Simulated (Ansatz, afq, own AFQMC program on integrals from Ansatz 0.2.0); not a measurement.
# GeH₄F (doublet): quantum Monte Carlo beside coupled cluster at distance Ge1–H5 along a hydrogen transfer = 1.732 Å, cc-pVTZ

How near does AFQMC come to the top of the ladder for GeH₄F (doublet)?

Method: cc-pVTZ, frozen cores; program: Ansatz 0.2.0, Gaussian basis, and an in-house AFQMC program (afq) on its integrals; all values are calculated.

The runs, in order: PBE (unrestricted); CCSD(T) on UHF; r2SCAN (unrestricted); PBE0 (unrestricted); CCSD(T) on UHF; B3LYP (unrestricted); wB97M-V (unrestricted); CCSD(T) on UHF; B2PLYP (unrestricted); Phaseless AFQMC, CISD trial on UHF.

## (1) The geometry

The geometry derives from fragments relaxed apart (PBE0/def2-TZVP) and kept rigid, so it is no stationary point. A hydrogen atom is moved between rigid fragments. No spin-orbit coupling is included. The filled d shell of Ge may be among the frozen orbitals whatever the setting's name suggests; the logs give the count.

6 atoms, charge 0, spin multiplicity 2.

Atoms are counted from 1 here; the program's logs count them from 0.

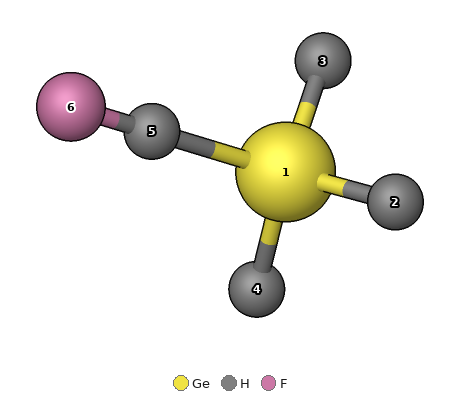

The structure; germanium yellow, hydrogen grey, fluorine pink; atoms are numbered from 1 in the order of the file.

## (2) PBE (unrestricted)

The input, in.yaml:

```yaml
crystal:
  periodic: [false, false, false]
  atoms:
    - {symbol: Ge, position_ang: [-0.554141, 0.000000, 0.000000]}
    - {symbol: H, position_ang: [-1.065591, 1.446599, 0.000000]}
    - {symbol: H, position_ang: [-1.065591, -0.723300, 1.252792]}
    - {symbol: H, position_ang: [-1.065591, -0.723299, -1.252792]}
    - {symbol: H, position_ang: [1.177859, 0.000000, 0.000000]}
    - {symbol: F, position_ang: [2.225859, 0.000000, 0.000000]}
basis:
  gaussian: {orbitals: cc-pVTZ}
magnetization: {spin_polarized: true, initial_magnetization: 1}
hamiltonian: {xc: {name: PBE}}
output: {orbitals: {seedname: orbitals}}
```

Launch:

```
ansatz run in.yaml --threads 1 --pin off --events-out ev --progress --plain --max-ram 5632MiB --backend cpu
```

Output:

```text
Functional definition: PBE
  name "PBE"
  cite "Perdew, Burke & Ernzerhof, Phys. Rev. Lett. 77, 3865 (1996) doi:10.1103/PhysRevLett.77.3865"
  parent pbe
  parameter kappa = 0.804
  parameter beta = 0.06672455060314922
  exchange = pbe_x(kappa = kappa, mu = beta*pi^2/3)
  correlation = pbe_c(beta = beta)
743 factors; their error is unknown
mean field evaluation 1: about -59287.0620 eV, gradient 2.7e1 eV
mean field evaluation 2: about -59279.9016 eV, gradient 5.6e1 eV
mean field evaluation 4: about -59289.0569 eV, gradient 1.8e0 eV
mean field evaluation 8: about -59289.0646 eV, gradient 1.9e-2 eV
mean field evaluation 16: about -59289.0515 eV, gradient 5.7e-5 eV
mean field -59289.05151576 eV, -2178.8324556415 hartree, gradient 5.7e-5 eV, S^2 0.751674; 0 other end points of the search recorded, 0 dependent functions left out
reference -59289.05155216 eV, -2178.8324569793 hartree; 23, 22 occupied and 106, 107 virtual orbitals, 743 factors
Total energy: -59289.05155216 eV, -2178.8324569793 hartree
```

It took 2.4 s on 1 thread of AMD EPYC 7R13 (Zen 3), shared host; peak memory 2.2 GiB.

From the report: ⟨S²⟩ of the determinant 0.752 (pure doublet: 0.75).

## (3) CCSD(T) on UHF

in.yaml: that of step 2 with these lines changed.

```diff
@@ -12,3 +12,2 @@
 magnetization: {spin_polarized: true, initial_magnetization: 1}
-hamiltonian: {xc: {name: PBE}}
-output: {orbitals: {seedname: orbitals}}
+correlation: {method: ccsd_t, electrons: outside_noble_gas, hamiltonian_folder: ham}
```

Launch:

```
ansatz run in.yaml --threads 1 --pin off --events-out ev --progress --plain --max-ram 16896MiB --backend cuda --devices 0, --max-vram 18GiB
```

Output (excerpt; [...] marks lines left out):

```text
Functional definition: HF
  name "HF"
  cite "Fock, Z. Phys. 61, 126 (1930) doi:10.1007/BF01340294"
  parent pbe
[...]
773 factors; integrals over basis functions are off by at most 1.5e-3 eV
[...]
mean field -59242.60728679 eV, -2177.1256617081 hartree, gradient 4.7e-6 eV, S^2 0.764735; 0 other end points of the search recorded, 0 dependent functions left out
15 core orbitals not correlated: weight in the atoms' cores, before any rotation towards them, 0.998 or more for the frozen orbitals, at most 0.002 for the correlated occupied ones
reference -59242.60728679 eV, -2177.1256617081 hartree; 8, 7 occupied and 106, 107 virtual orbitals, 773 factors
second order -10.80507278 eV of doubles, -0.00000000 eV of singles
cycle   1  -11.13743549 eV  change   -3.3e-1 eV  update   7.5e-2
[...]
cycle  10  -11.51370803 eV  change    5.7e-6 eV  update   1.1e-5
perturbative correction -0.31555944 eV, -0.0115965954 hartree
Total energy: -59254.43655426 eV, -2177.5603792695 hartree
```

Run time: 6.5 s. Hardware: 1 × NVIDIA H100 80GB HBM3 with 1 thread of AMD EPYC 7R13 (Zen 3), shared host; peak host memory 2.2 GiB.

From the report: ⟨S²⟩ of the determinant 0.765 (pure doublet: 0.75); correlation -11.8293 eV; T1 0.014; largest double amplitude 0.03.

This run also writes the integrals to the folder ham.

## (4) r2SCAN (unrestricted)

in.yaml: that of step 3 with these lines changed.

```diff
@@ -12,2 +12,2 @@
 magnetization: {spin_polarized: true, initial_magnetization: 1}
-correlation: {method: ccsd_t, electrons: outside_noble_gas, hamiltonian_folder: ham}
+hamiltonian: {xc: {name: r2SCAN}}
```

Launch:

```
ansatz run in.yaml --threads 1 --pin off --events-out ev --progress --plain --max-ram 5632MiB --backend cpu
```

Output:

```text
Functional definition: r2SCAN
  name "r2SCAN"
  cite "Furness, Kaplan, Ning, Perdew & Sun, J. Phys. Chem. Lett. 11, 8208 (2020) doi:10.1021/acs.jpclett.0c02405"
  cite "Furness, Kaplan, Ning, Perdew & Sun, J. Phys. Chem. Lett. 11, 9248 (2020) doi:10.1021/acs.jpclett.0c03077"
  parent r2scan
  parameter k0 = 0.174
  parameter k1 = 0.065
  parameter a1 = 4.9479
  exchange = r2scan_x(k0 = k0, k1 = k1, a1 = a1)
  correlation = r2scan_c
743 factors; their error is unknown
mean field evaluation 1: about -59297.3905 eV, gradient 2.4e1 eV
mean field evaluation 2: about -59292.8589 eV, gradient 4.6e1 eV
mean field evaluation 4: about -59299.0361 eV, gradient 1.3e0 eV
mean field evaluation 8: about -59299.0300 eV, gradient 3.6e-2 eV
mean field evaluation 16: about -59299.0300 eV, gradient 2.3e-5 eV
mean field -59299.02999058 eV, -2179.1991578276 hartree, gradient 2.3e-5 eV, S^2 0.754201; 0 other end points of the search recorded, 0 dependent functions left out
reference -59299.03000367 eV, -2179.1991583085 hartree; 23, 22 occupied and 106, 107 virtual orbitals, 743 factors
Total energy: -59299.03000367 eV, -2179.1991583085 hartree
```

Run time: 4.6 s. Hardware: 1 thread of AMD EPYC 7R13 (Zen 3), shared host; peak memory 2.2 GiB.

From the report: ⟨S²⟩ of the determinant 0.754 (pure doublet: 0.75).

## (5) PBE0 (unrestricted)

in.yaml: that of step 4 with these lines changed.

```diff
@@ -12,2 +12,3 @@
 magnetization: {spin_polarized: true, initial_magnetization: 1}
-hamiltonian: {xc: {name: r2SCAN}}
+hamiltonian: {xc: {name: PBE0}}
+output: {orbitals: {seedname: orbitals}}
```

Same command.

Output:

```text
Functional definition: PBE0
  name "PBE0"
  cite "Adamo & Barone, J. Chem. Phys. 110, 6158 (1999) doi:10.1063/1.478522"
  cite "Perdew, Burke & Ernzerhof, Phys. Rev. Lett. 77, 3865 (1996) doi:10.1103/PhysRevLett.77.3865"
  parent pbe
  parameter a = 0.25
  parameter kappa = 0.804
  parameter beta = 0.06672455060314922
  exchange = (1 - a)*pbe_x(kappa = kappa, mu = beta*pi^2/3) + a*exact_x
  correlation = pbe_c(beta = beta)
800 factors; their error is unknown
mean field evaluation 1: about -59288.8391 eV, gradient 2.3e1 eV
mean field evaluation 2: about -59286.2979 eV, gradient 3.8e1 eV
mean field evaluation 4: about -59290.3264 eV, gradient 9.3e-1 eV
mean field evaluation 8: about -59290.5349 eV, gradient 2.8e-1 eV
mean field evaluation 16: about -59290.5350 eV, gradient 2.7e-5 eV
mean field -59290.53499923 eV, -2178.8869726535 hartree, gradient 2.7e-5 eV, S^2 0.753368; 0 other end points of the search recorded, 0 dependent functions left out
reference -59290.53502630 eV, -2178.8869736484 hartree; 23, 22 occupied and 106, 107 virtual orbitals, 800 factors
Total energy: -59290.53502630 eV, -2178.8869736484 hartree
```

Wall time 3.2 s (1 thread of AMD EPYC 7R13 (Zen 3), shared host); peak memory 2.2 GiB.

From the report: ⟨S²⟩ of the determinant 0.753 (pure doublet: 0.75).

## (6) CCSD(T) on UHF

in.yaml: that of step 5 with these lines changed.

```diff
@@ -10,5 +10,4 @@
 basis:
-  gaussian: {orbitals: cc-pVTZ}
+  gaussian: {orbitals: def2-TZVPP}
 magnetization: {spin_polarized: true, initial_magnetization: 1}
-hamiltonian: {xc: {name: PBE0}}
-output: {orbitals: {seedname: orbitals}}
+correlation: {method: ccsd_t, electrons: outside_noble_gas}
```

Launch:

```
ansatz run in.yaml --threads 1 --pin off --events-out ev --progress --plain --max-ram 16896MiB --backend cuda --devices 0, --max-vram 18GiB
```

Output (excerpt; [...] marks lines left out):

```text
Functional definition: HF
  name "HF"
  cite "Fock, Z. Phys. 61, 126 (1930) doi:10.1007/BF01340294"
  parent pbe
[...]
830 factors; integrals over basis functions are off by at most 1.3e-3 eV
[...]
mean field -59241.72267189 eV, -2177.0931527100 hartree, gradient 4.8e-6 eV, S^2 0.764572; 0 other end points of the search recorded, 0 dependent functions left out
15 core orbitals not correlated: weight in the atoms' cores, before any rotation towards them, 0.998 or more for the frozen orbitals, at most 0.002 for the correlated occupied ones
reference -59241.72267189 eV, -2177.0931527100 hartree; 8, 7 occupied and 112, 113 virtual orbitals, 830 factors
second order -10.78493716 eV of doubles, -0.00000000 eV of singles
cycle   1  -11.11672133 eV  change   -3.3e-1 eV  update   7.7e-2
[...]
cycle  10  -11.49768252 eV  change    4.2e-6 eV  update   1.1e-5
perturbative correction -0.31400275 eV, -0.0115393881 hartree
Total energy: -59253.53435716 eV, -2177.5272241374 hartree
```

It took 4.3 s on 1 × NVIDIA H100 80GB HBM3 with 1 thread of AMD EPYC 7R13 (Zen 3), shared host; peak host memory 2.2 GiB.

From the report: ⟨S²⟩ of the determinant 0.765 (pure doublet: 0.75); correlation -11.8117 eV; T1 0.014; largest double amplitude 0.03.

## (7) B3LYP (unrestricted)

in.yaml: that of step 6 with these lines changed.

```diff
@@ -10,4 +10,4 @@
 basis:
-  gaussian: {orbitals: def2-TZVPP}
+  gaussian: {orbitals: cc-pVTZ}
 magnetization: {spin_polarized: true, initial_magnetization: 1}
-correlation: {method: ccsd_t, electrons: outside_noble_gas}
+hamiltonian: {xc: {name: B3LYP}}
```

Launch:

```
ansatz run in.yaml --threads 1 --pin off --events-out ev --progress --plain --max-ram 5632MiB --backend cpu
```

Output:

```text
Functional definition: B3LYP
  name "B3LYP"
  cite "Stephens, Devlin, Chabalowski & Frisch, J. Phys. Chem. 98, 11623 (1994) doi:10.1021/j100096a001"
  cite "Becke, Phys. Rev. A 38, 3098 (1988) doi:10.1103/PhysRevA.38.3098"
  cite "Lee, Yang & Parr, Phys. Rev. B 37, 785 (1988) doi:10.1103/PhysRevB.37.785"
  cite "Vosko, Wilk & Nusair, Can. J. Phys. 58, 1200 (1980) doi:10.1139/p80-159"
  parameter a0 = 0.2
  parameter ax = 0.72
  parameter ac = 0.81
  exchange = (1 - a0 - ax)*slater_x + ax*b88_x + a0*exact_x
  correlation = (1 - ac)*vwn_rpa_c + ac*lyp_c
800 factors; their error is unknown
mean field evaluation 1: about -59299.9922 eV, gradient 2.5e1 eV
mean field evaluation 2: about -59296.2084 eV, gradient 4.5e1 eV
mean field evaluation 4: about -59301.7376 eV, gradient 1.1e0 eV
mean field evaluation 8: about -59301.9019 eV, gradient 2.8e-2 eV
mean field -59301.90192878 eV, -2179.3046996099 hartree, gradient 8.0e-5 eV, S^2 0.752406; 0 other end points of the search recorded, 0 dependent functions left out
reference -59301.90214830 eV, -2179.3047076772 hartree; 23, 22 occupied and 106, 107 virtual orbitals, 800 factors
Total energy: -59301.90214830 eV, -2179.3047076772 hartree
```

Run time: 2.8 s. Hardware: 1 thread of AMD EPYC 7R13 (Zen 3), shared host; peak memory 2.2 GiB.

From the report: ⟨S²⟩ of the determinant 0.752 (pure doublet: 0.75).

## (8) wB97M-V (unrestricted)

in.yaml: that of step 7 with these lines changed.

```diff
@@ -12,2 +12,3 @@
 magnetization: {spin_polarized: true, initial_magnetization: 1}
-hamiltonian: {xc: {name: B3LYP}}
+hamiltonian: {xc: {name: wB97M-V}}
+output: {orbitals: {seedname: orbitals}}
```

The command is unchanged.

Output (excerpt; [...] marks lines left out):

```text
Functional definition: wB97M-V
  name "wB97M-V"
  cite "Mardirossian & Head-Gordon, J. Chem. Phys. 144, 214110 (2016) doi:10.1063/1.4952647"
  cite "Becke, J. Chem. Phys. 107, 8554 (1997) doi:10.1063/1.475007"
  cite "Vydrov & Van Voorhis, J. Chem. Phys. 133, 244103 (2010) doi:10.1063/1.3521275"
  # Of w^i u^j: cxij and so on, Table III.
[...]
  gx(w, u) = 1 - cx + cx01*u + cx10*w
  gss(w, u) = css00 + css04*u^4 + css10*w + css20*w^2 + css43*w^4*u^3
  gos(w, u) = cos00 + cos10*w + (cos20 + cos21*u)*w^2 + (cos60 + cos61*u)*w^6
[...]
      + integral(e_c_pw_mod_opposite_spin*gos(b97_w_opposite, b97_u_opposite)) + vv10(b, c)
793 factors; their error is unknown
181 factors; integrals over basis functions are off by at most 8.2e-6 eV
[...]
mean field -59295.94354265 eV, -2179.0857329585 hartree, gradient 3.1e-5 eV, S^2 0.752799; 0 other end points of the search recorded, 0 dependent functions left out
reference -59295.94358560 eV, -2179.0857345369 hartree; 23, 22 occupied and 106, 107 virtual orbitals, 793 factors
Total energy: -59295.94358560 eV, -2179.0857345369 hartree
```

Run time: 10 s. Hardware: 1 thread of AMD EPYC 7R13 (Zen 3), shared host; peak memory 2.2 GiB.

From the report: ⟨S²⟩ of the determinant 0.753 (pure doublet: 0.75).

## (9) CCSD(T) on UHF

in.yaml: that of step 8 with these lines changed.

```diff
@@ -10,5 +10,4 @@
 basis:
-  gaussian: {orbitals: cc-pVTZ}
+  gaussian: {orbitals: "def2-QZVPP.json"}
 magnetization: {spin_polarized: true, initial_magnetization: 1}
-hamiltonian: {xc: {name: wB97M-V}}
-output: {orbitals: {seedname: orbitals}}
+correlation: {method: ccsd_t, electrons: outside_noble_gas}
```

Launch:

```
ansatz run in.yaml --threads 1 --pin off --events-out ev --progress --plain --max-ram 16896MiB --backend cuda --devices 0, --max-vram 18GiB
```

Output (excerpt; [...] marks lines left out):

```text
Functional definition: HF
  name "HF"
  cite "Fock, Z. Phys. 61, 126 (1930) doi:10.1007/BF01340294"
  parent pbe
[...]
1677 factors; integrals over basis functions are off by at most 9.8e-4 eV
[...]
mean field -59243.01107146 eV, -2177.1405005211 hartree, gradient 2.9e-6 eV, S^2 0.764595; 0 other end points of the search recorded, 0 dependent functions left out
15 core orbitals not correlated: weight in the atoms' cores, before any rotation towards them, 0.998 or more for the frozen orbitals, at most 0.002 for the correlated occupied ones
reference -59243.01107146 eV, -2177.1405005211 hartree; 8, 7 occupied and 243, 244 virtual orbitals, 1677 factors
second order -11.70268522 eV of doubles, -0.00000000 eV of singles
cycle   1  -11.90776074 eV  change   -2.1e-1 eV  update   7.9e-2
[...]
cycle  10  -12.30123657 eV  change   -2.8e-6 eV  update   1.2e-5
perturbative correction -0.37465022 eV, -0.0137681415 hartree
Total energy: -59255.68695825 eV, -2177.6063307685 hartree
```

It took 15 s on 1 × NVIDIA H100 80GB HBM3 with 1 thread of AMD EPYC 7R13 (Zen 3), shared host; peak host memory 2.2 GiB.

From the report: ⟨S²⟩ of the determinant 0.765 (pure doublet: 0.75); correlation -12.6759 eV; T1 0.014; largest double amplitude 0.02.

## (10) B2PLYP (unrestricted)

in.yaml: that of step 9 with these lines changed.

```diff
@@ -10,4 +10,5 @@
 basis:
-  gaussian: {orbitals: "def2-QZVPP.json"}
+  gaussian: {orbitals: cc-pVTZ}
 magnetization: {spin_polarized: true, initial_magnetization: 1}
-correlation: {method: ccsd_t, electrons: outside_noble_gas}
+hamiltonian: {xc: {name: B2PLYP}}
+correlation: {electrons: outside_noble_gas}
```

Launch:

```
ansatz run in.yaml --threads 1 --pin off --events-out ev --progress --plain --max-ram 5632MiB --backend cpu
```

Output (excerpt; [...] marks lines left out):

```text
Functional definition: B2PLYP
  name "B2PLYP"
  cite "Grimme, J. Chem. Phys. 124, 034108 (2006) doi:10.1063/1.2148954"
  cite "Becke, Phys. Rev. A 38, 3098 (1988) doi:10.1103/PhysRevA.38.3098"
  cite "Lee, Yang & Parr, Phys. Rev. B 37, 785 (1988) doi:10.1103/PhysRevB.37.785"
[...]
773 factors; integrals over basis functions are off by at most 1.5e-3 eV
[...]
mean field -59283.98283202 eV, -2178.6461849501 hartree, gradient 4.0e-6 eV, S^2 0.756411; 0 other end points of the search recorded, 0 dependent functions left out
15 core orbitals not correlated: weight in the atoms' cores, before any rotation towards them, 0.997 or more for the frozen orbitals, at most 0.002 for the correlated occupied ones
reference -59283.98296956 eV, -2178.6461900043 hartree; 8, 7 occupied and 106, 107 virtual orbitals, 773 factors
second order -12.96264557 eV of doubles, -0.00000000 eV of singles
Total energy: -59287.48288386 eV, -2178.7748094826 hartree
```

Run time: 4.4 s. Hardware: 1 thread of AMD EPYC 7R13 (Zen 3), shared host; peak memory 2.2 GiB.

From the report: ⟨S²⟩ of the determinant 0.756 (pure doublet: 0.75).

## (11) Phaseless AFQMC, CISD trial on UHF

It reads the integrals that the CCSD(T) run on this determinant wrote.

Launch:

```
afq ham --method phaseless --trial cisd --walkers 600 --populations 10 --least-time 60 --time-step 0.005 --steps-per-block 50 --equilibration-blocks 28 --max-blocks 4000 --target-error 0.00023 --factor-cut 1e-05 --start spin_pure --seed 5215 --release-times 0.24,0.51,0.99,1.5 --release-step 0.03 --release-every 4 --taylor-order 6
```

Output:

```text
orbitals 114  electrons 8 7  factors 728 of 773
reference energy -2177.12566171 Eh
CCSD correlation -0.42312112 Eh in 13 cycles, weight of the determinant in the CISD state 0.8761
energy of the start -2177.547787 Eh
 block  time / (1/Eh)  mean weight  energy / Eh
     1     0.250  1.0001  -2177.545392
     2     0.500  0.9991  -2177.550651
     3     0.750  0.9989  -2177.553987
     4     1.000  0.9985  -2177.556905
     5     1.250  0.9996  -2177.558193
     6     1.500  0.9993  -2177.560926
     7     1.750  1.0018  -2177.558755
     8     2.000  0.9997  -2177.560232
     9     2.250  0.9999  -2177.557631
    10     2.500  0.9999  -2177.558803
    13     3.250  0.9994  -2177.560965
    16     4.000  0.9989  -2177.564044
    19     4.750  0.9994  -2177.562375
    22     5.500  1.0000  -2177.562622
    25     6.250  0.9992  -2177.562737
    28     7.000  1.0012  -2177.560650
    31     7.750  0.9993  -2177.561234
    34     8.500  1.0013  -2177.559309
    37     9.250  1.0006  -2177.561912
    40    10.000  1.0000  -2177.560500
    43    10.750  1.0014  -2177.557186
    46    11.500  0.9987  -2177.558095
    49    12.250  0.9977  -2177.558964
    52    13.000  0.9995  -2177.561122
    55    13.750  0.9991  -2177.558500
    58    14.500  0.9982  -2177.560045
    61    15.250  1.0010  -2177.558695
    64    16.000  1.0007  -2177.561867
    67    16.750  0.9998  -2177.562305
    70    17.500  1.0009  -2177.562897
    73    18.250  0.9999  -2177.560251
    76    19.000  0.9992  -2177.562079
    79    19.750  0.9987  -2177.562004
    82    20.500  0.9993  -2177.562578
    85    21.250  0.9991  -2177.562447
    88    22.000  1.0008  -2177.559864
    91    22.750  0.9999  -2177.560263
    94    23.500  0.9999  -2177.565357
    97    24.250  1.0003  -2177.563875
   100    25.000  1.0004  -2177.560582
   103    25.750  1.0001  -2177.557490
   106    26.500  1.0009  -2177.557159
   109    27.250  0.9984  -2177.562370
   112    28.000  1.0002  -2177.563637
   115    28.750  1.0001  -2177.558713
   118    29.500  1.0004  -2177.563731
   121    30.250  0.9998  -2177.565785
   124    31.000  1.0011  -2177.564242
   127    31.750  1.0002  -2177.560466
   130    32.500  0.9984  -2177.569493
   133    33.250  1.0002  -2177.560490
   136    34.000  1.0006  -2177.559250
   139    34.750  0.9991  -2177.557816
   142    35.500  0.9996  -2177.561452
   145    36.250  0.9996  -2177.561380
   148    37.000  0.9993  -2177.562007
   151    37.750  0.9996  -2177.562742
   154    38.500  0.9990  -2177.560184
   157    39.250  0.9990  -2177.564359
error from the spread of 10 populations
released: time / (1/Eh)  energy / Eh  error  mean overlap
  0.24  -2177.561421  0.000239  0.9940
  0.51  -2177.561401  0.000335  0.9999
  0.99  -2177.561456  0.000332  0.9951
  1.50  -2177.561029  0.000350  1.0102
energy -2177.561452 +/- 0.000188 Eh
```

Run time: 3.4 min. Hardware: 1 × NVIDIA H100 80GB HBM3 with 2 threads of AMD EPYC 7R13 (Zen 3), shared host; peak host memory 2.2 GiB.

Energy -59254.4658 ± 0.0051 eV. Caveats: constraint bias not in the error.

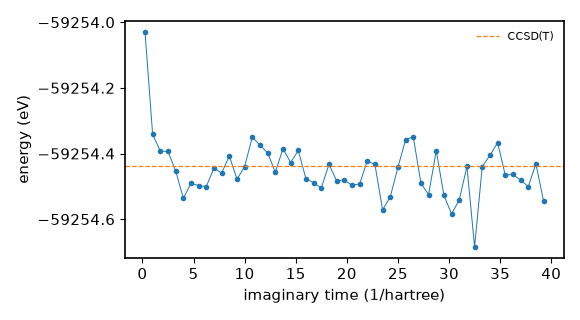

Block energies along the walk.

## (12) AFQMC on the ladder

On the UHF determinant, counted from CCSD(T) (a yardstick, not exact):

| level | energy (eV) | from CCSD(T) (kJ/mol) | statistical error (kJ/mol) | time |
| --- | --- | --- | --- | --- |
| HF | -59242.6073 | +1141.4 |  |  |
| MP2 | -59253.4124 | +98.8 |  |  |
| CCSD | -59254.1210 | +30.4 |  |  |
| CCSD(T) | -59254.4366 | 0.0 |  |  |
| Phaseless AFQMC, CISD trial, step 0.005, 600 walkers | -59254.4658 | -2.8 | 0.5 | 3.4 min |

The functionals' totals stand on their own zeros and serve differences with other points: PBE -59289.052 eV; r2SCAN -59299.030 eV; PBE0 -59290.535 eV; B3LYP -59301.902 eV; wB97M-V -59295.944 eV; B2PLYP -59287.483 eV.

## (13) Summary of results

| quantity | value |
| --- | --- |
| Phaseless AFQMC, CISD trial on UHF from CCSD(T) | -2.8 ± 0.5 kJ/mol |

In words: On UHF the phaseless walk with the CISD trial lies -2.8 kJ/mol from CCSD(T), 6 times its error bar. Error bars are statistical and leave out the constraint, the time step and what remains of the start.
